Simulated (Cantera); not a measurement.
Feed: 1 mol AlCl3, 4.9 mol O2, 1.7 mol N2, held at 3000 Pa.

Equilibrium computed with Cantera from the NASA thermochemical tables; the gas is ideal and each condensed phase is pure. Candidate condensed phases: Al, AlCl3, AlN, Al2O3; 24 gas species. Condensed phases not in the tables: AlOCl. Rates play no part.

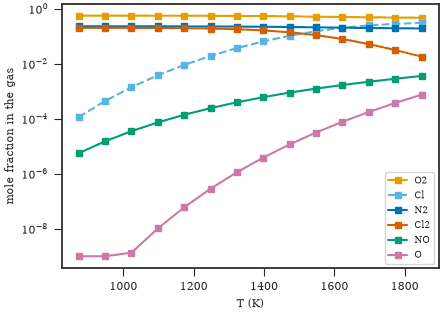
Equilibrium gas composition (values under 1e-9 drawn at 1e-9)

From 873 K to 1848 K the condensed part is Al2O3(s).
